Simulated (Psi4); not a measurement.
**Interaction calculation, with input and output: BP$_{2}$H$_{5}$ (part 2 of 2)**

Continued. System: BP$_{2}$H$_{5}$, SMILES [BH].PP. Method: CAM-B3LYP/6-31+G*, RKS (Psi4 1.11). 

Geometry of the input (Å):
```
B  0.0000  0.0000  -0.6162
H  0.0000  0.0000  0.6162
P  2.3633  2.3587  -0.5206
P  2.2359  2.0390  -2.7210
H  3.6791  1.8270  -0.4297
H  2.8559  3.6863  -0.6512
H  0.9168  2.5623  -2.8115
H  1.7519  0.7084  -2.5893
```

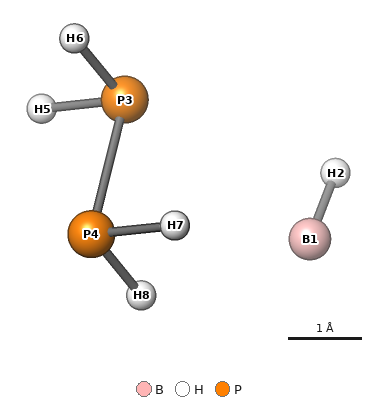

Fig. 1: The input geometry (ball-and-stick view, seen at a tilt; atoms are numbered from 1 in the order of the input).

### Output, continued
```
    Blocking Scheme        =         OCTREE
    BS radius alpha        =              1
    Pruning alpha          =              1
    Radial Points          =             75
    Spherical Points       =            302
    Total Points           =         131812
    Total Blocks           =           1030
    Max Points             =            256
    Max Functions          =             53
    Weights Tolerance      =       1.00E-15

  ==> Integral Setup <==

  DFHelper Memory: AOs need 0.028 GiB; user supplied 0.934 GiB.
  SCF_SUBTYPE=INCORE selected. In-core MEM_DF algorithm will be used.
  Using in-core AOs.

  ==> MemDFJK: Density-Fitted J/K Matrices <==

    J tasked:                   Yes
    K tasked:                   Yes
    wK tasked:                  Yes
    Omega:                3.300E-01
    Memory [MiB]:               956
    Algorithm:                 Core
    Schwarz Cutoff:           1E-12
    Mask sparsity (%):       0.0686
    Fitting Condition:        1E-10

   => Auxiliary Basis Set <=

  Basis Set: (6-31+G* AUX)
    Blend: HEAVY-AUG-CC-PVDZ-JKFIT
    Number of shells: 116
    Number of basis functions: 400
    Number of Cartesian functions: 400
    Spherical Harmonics?: false
    Max angular momentum: 3

  Cached 100.0% of DFT collocation blocks in 0.184 [GiB].

  Minimum eigenvalue in the overlap matrix is 1.6286594518E-03.
  Reciprocal condition number of the overlap matrix is 2.4145883049E-04.
    Using symmetric orthogonalization.

  ==> Pre-Iterations <==

  SCF Guess: Superposition of Atomic Densities via on-the-fly atomic UHF (no occupation information).

   -------------------------
    Irrep   Nso     Nmo
   -------------------------
     A         54      54
   -------------------------
    Total      54      54
   -------------------------

  ==> Iterations <==

                           Total Energy        Delta E     RMS |[F,P]|

   @DF-RKS iter SAD:  -684.67095414416656   -6.84671e+02   0.00000e+00
   @DF-RKS iter   1:  -685.01863036588986   -3.47676e-01   4.48664e-03 ADIIS/DIIS
   @DF-RKS iter   2:  -685.04931275363708   -3.06824e-02   2.60313e-03 ADIIS/DIIS
   @DF-RKS iter   3:  -685.06146934290337   -1.21566e-02   2.33054e-04 ADIIS/DIIS
   @DF-RKS iter   4:  -685.06159658347042   -1.27241e-04   5.89352e-05 DIIS
   @DF-RKS iter   5:  -685.06160881746189   -1.22340e-05   4.64290e-06 DIIS
   @DF-RKS iter   6:  -685.06160894847608   -1.31014e-07   1.12575e-06 DIIS
   @DF-RKS iter   7:  -685.06160895756727   -9.09120e-09   2.72155e-07 DIIS
  Energy and wave function converged.

  ==> Post-Iterations <==

   Electrons on quadrature grid:
      Ntotal   =   34.0000064332 ; deviation = 6.433e-06

    Final Occupation by Irrep:
              A
    DOCC [    17 ]
    NA   [    17 ]
    NB   [    17 ]

  @DF-RKS Final Energy:  -685.06160895756727

   => Energetics <=

    Nuclear Repulsion Energy =             88.6188551337908166
    One-Electron Energy =               -1122.5203180367404912
    Two-Electron Energy =                 385.2193365304618737
    DFT Exchange-Correlation Energy =     -36.3794825850793089
    Empirical Dispersion Energy =           0.0000000000000000
    VV10 Nonlocal Energy =                  0.0000000000000000
    Total Energy =                       -685.0616089575672731

Computation Completed

Properties will be evaluated at   0.000000,   0.000000,   0.000000 [a0]

Properties computed using the SCF density matrix

 Multipole Moments:

 ------------------------------------------------------------------------------------
     Multipole            Electronic (a.u.)      Nuclear  (a.u.)        Total (a.u.)
 ------------------------------------------------------------------------------------

 L = 1.  Multiply by 2.5417464519 to convert [e a0] to [Debye]
 Dipole X            :       -147.7611839          147.7618054            0.0006215
 Dipole Y            :       -141.2566330          141.2551193           -0.0015137
 Dipole Z            :        104.1327881         -104.1326212            0.0001670
 Magnitude           :                                                    0.0016448

 ------------------------------------------------------------------------------------

	total time  =          2 seconds =       0.03 minutes

    Psi4 run time: 0:00:02.93

    -----------------------------------------------------------------------
                               Psi4 1.11 release

    h
    h
    h

    -----------------------------------------------------------------------

    Memory:     1.5 GiB
    Threads:    1
                ecpint, einsums, f̶o̶r̶t̶e̶, gauxc, gcp, g̶d̶m̶a̶, geometric, g̶p̶u̶_̶d̶f̶c̶c̶,
                i̶n̶t̶e̶g̶r̶a̶t̶o̶r̶x̶x̶, i̶p̶i̶, libefp, m̶d̶i̶, m̶p̶2̶d̶, m̶r̶c̶c̶, ooo,
                o̶p̶e̶n̶f̶e̶r̶m̶i̶o̶n̶p̶s̶i̶4̶, pcmsolver, p̶s̶i̶4̶f̶o̶c̶k̶c̶i̶, p̶s̶i̶x̶a̶s̶,
                p̶y̶e̶i̶n̶s̶u̶m̶s̶, r̶e̶s̶p̶, s̶i̶m̶i̶n̶t̶, s̶n̶s̶m̶p̶2̶,
                v̶2̶r̶d̶m̶_̶c̶a̶s̶s̶c̶f̶

  ==> Geometry <==

    Molecular point group: c1
    Full point group: C1

    Geometry (in Bohr), charge = 0, multiplicity = 1:

       Center              X                  Y                   Z               Mass
    ------------   -----------------  -----------------  -----------------  -----------------
         B            0.000000000000     0.000000000000    -1.164449238507    11.009305360000
         H            0.000000000000     0.000000000000     1.164449238507     1.007825032230
         P            4.466027546817     4.457315909379    -0.983715831868    30.973761998420
         P            4.225257541172     3.853075980764    -5.141888095587    30.973761998420
         H            6.952415799127     3.452567425734    -0.812053110632     1.007825032230
         H            5.396887738956     6.966040724491    -1.230514063853     1.007825032230
         H            1.732576500865     4.841950764954    -5.312908309941     1.007825032230
         H            3.310648993712     1.338681987274    -4.893086753909     1.007825032230

  Running in c1 symmetry.

  Rotational constants: A =      0.20000  B =      0.01968  C =      0.01808 [cm^-1]
  Rotational constants: A =   5995.70250  B =    590.12933  C =    542.02728 [MHz]
  Nuclear repulsion =  120.860510102950087

  Charge       = 0
  Multiplicity = 1
  Electrons    = 40
  Nalpha       = 20
  Nbeta        = 20

  ==> Primary Basis <==

  Basis Set: 6-31+G*
    Blend: 6-31+G*
    Number of shells: 38
    Number of basis functions: 75
    Number of Cartesian functions: 75
    Spherical Harmonics?: false
    Max angular momentum: 2

   => Molecular Quadrature <=

    Radial Scheme          =       TREUTLER
    Pruning Scheme         =           NONE
    Nuclear Scheme         =       TREUTLER

    Blocking Scheme        =         OCTREE
    BS radius alpha        =              1
    Pruning alpha          =              1
    Radial Points          =             75
    Spherical Points       =            302
    Total Points           =         175442
    Total Blocks           =           1378
    Max Points             =            256
    Max Functions          =             73
    Weights Tolerance      =       1.00E-15

  ==> Integral Setup <==

  DFHelper Memory: AOs need 0.069 GiB; user supplied 0.798 GiB.
  SCF_SUBTYPE=INCORE selected. In-core MEM_DF algorithm will be used.
  Using in-core AOs.

  ==> MemDFJK: Density-Fitted J/K Matrices <==

    J tasked:                   Yes
    K tasked:                   Yes
    wK tasked:                  Yes
    Omega:                3.300E-01
    Memory [MiB]:               816
    Algorithm:                 Core
    Schwarz Cutoff:           1E-12
    Mask sparsity (%):       0.6756
    Fitting Condition:        1E-10

   => Auxiliary Basis Set <=

  Basis Set: (6-31+G* AUX)
    Blend: HEAVY-AUG-CC-PVDZ-JKFIT
    Number of shells: 153
    Number of basis functions: 526
    Number of Cartesian functions: 526
    Spherical Harmonics?: false
    Max angular momentum: 3

  Cached 100.0% of DFT collocation blocks in 0.320 [GiB].

  Minimum eigenvalue in the overlap matrix is 1.4164939164E-03.
  Reciprocal condition number of the overlap matrix is 1.9202402981E-04.
    Using symmetric orthogonalization.

  ==> Pre-Iterations <==

  SCF Guess: Superposition of Atomic Densities via on-the-fly atomic UHF (no occupation information).

   -------------------------
    Irrep   Nso     Nmo
   -------------------------
     A         75      75
   -------------------------
    Total      75      75
   -------------------------

  ==> Iterations <==

                           Total Energy        Delta E     RMS |[F,P]|

   @DF-RKS iter SAD:  -709.49146165898128   -7.09491e+02   0.00000e+00
   @DF-RKS iter   1:  -710.28159102450468   -7.90129e-01   3.31021e-03 ADIIS/DIIS
   @DF-RKS iter   2:  -710.31659112294778   -3.50001e-02   1.80539e-03 ADIIS/DIIS
   @DF-RKS iter   3:  -710.32801938940486   -1.14283e-02   2.04909e-04 ADIIS/DIIS
   @DF-RKS iter   4:  -710.32823059425834   -2.11205e-04   5.08961e-05 DIIS
   @DF-RKS iter   5:  -710.32824899794321   -1.84037e-05   6.41974e-06 DIIS
   @DF-RKS iter   6:  -710.32824951532950   -5.17386e-07   2.06003e-06 DIIS
   @DF-RKS iter   7:  -710.32824955656099   -4.12315e-08   8.61735e-07 DIIS
  Energy and wave function converged.

  ==> Post-Iterations <==

   Electrons on quadrature grid:
      Ntotal   =   40.0000149414 ; deviation = 1.494e-05

    Orbital Energies [Eh]
    ---------------------

    Doubly Occupied:

       1A    -77.168500     2A    -77.156864     3A     -6.910816
       4A     -6.643139     5A     -6.631954     6A     -4.805683
       7A     -4.805445     8A     -4.801525     9A     -4.794671
      10A     -4.794259    11A     -4.789921    12A     -0.775561
      13A     -0.668811    14A     -0.550735    15A     -0.482922
      16A     -0.431383    17A     -0.406441    18A     -0.395096
      19A     -0.303509    20A     -0.283687

    Virtual:

      21A     -0.042351    22A     -0.035180    23A      0.013112
      24A      0.029118    25A      0.054812    26A      0.057386
      27A      0.063793    28A      0.069975    29A      0.076115
      30A      0.080546    31A      0.087229    32A      0.090443
      33A      0.095737    34A      0.111809    35A      0.120710
      36A      0.129632    37A      0.136045    38A      0.230856
      39A      0.249760    40A      0.263958    41A      0.418479
      42A      0.441694    43A      0.458124    44A      0.471896
      45A      0.482770    46A      0.491260    47A      0.536490
      48A      0.553920    49A      0.567110    50A      0.598465
      51A      0.619152    52A      0.640128    53A      0.706150
      54A      0.715937    55A      0.746143    56A      0.754939
      57A      0.757937    58A      0.773252    59A      0.819276
      60A      0.878663    61A      0.903520    62A      0.983957
      63A      1.036706    64A      1.165864    65A      1.228283
      66A      1.250346    67A      1.266179    68A      1.326992
      69A      1.345731    70A      1.359027    71A      1.378762
      72A      1.744127    73A      3.402587    74A      3.442526
      75A      3.523062

    Final Occupation by Irrep:
              A
    DOCC [    20 ]
    NA   [    20 ]
    NB   [    20 ]

  @DF-RKS Final Energy:  -710.32824955656099

   => Energetics <=

    Nuclear Repulsion Energy =            120.8605101029500872
    One-Electron Energy =               -1219.9763738733793161
    Two-Electron Energy =                 428.2049035212657486
    DFT Exchange-Correlation Energy =     -39.4172893073974606
    Empirical Dispersion Energy =           0.0000000000000000
    VV10 Nonlocal Energy =                  0.0000000000000000
    Total Energy =                       -710.3282495565609906

Computation Completed

Properties will be evaluated at   0.000000,   0.000000,   0.000000 [a0]

Properties computed using the SCF density matrix

 Multipole Moments:

 ------------------------------------------------------------------------------------
     Multipole            Electronic (a.u.)      Nuclear  (a.u.)        Total (a.u.)
 ------------------------------------------------------------------------------------

 L = 1.  Multiply by 2.5417464519 to convert [e a0] to [Debye]
 Dipole X            :       -147.7235458          147.7618054            0.0382596
 Dipole Y            :       -141.2013055          141.2551193            0.0538138
 Dipole Z            :        109.3546510         -108.7904181            0.5642329
 Magnitude           :                                                    0.5680832

 ------------------------------------------------------------------------------------

	total time  =          5 seconds =       0.08 minutes

    Psi4 run time: 0:00:04.53

  //>>>>>>>>>>>>>>>>>>>>>>>>>>>>>>>>>>>//
  //          ManyBody Results         //
  //<<<<<<<<<<<<<<<<<<<<<<<<<<<<<<<<<<<//

   ==> N-Body: Non-Counterpoise Corrected (NoCP) energies <==

              MC n-Body  Total Energy            Interaction Energy                          N-body Contribution to Interaction Energy
                         [Eh]                    [Eh]                  [kcal/mol]            [Eh]                  [kcal/mol]
              §A  1     -710.327063753453        0.000000000000        0.000000000000        0.000000000000        0.000000000000
     FULL/RTN §A  2     -710.328249556561       -0.001185803108       -0.744102684020       -0.001185803108       -0.744102684020

   MC Legend: §A: "(auto)"

    Psi4 run time: 0:00:10.58

[set-up sections that repeat, and orbital energies of the middle runs, are left out above]
```
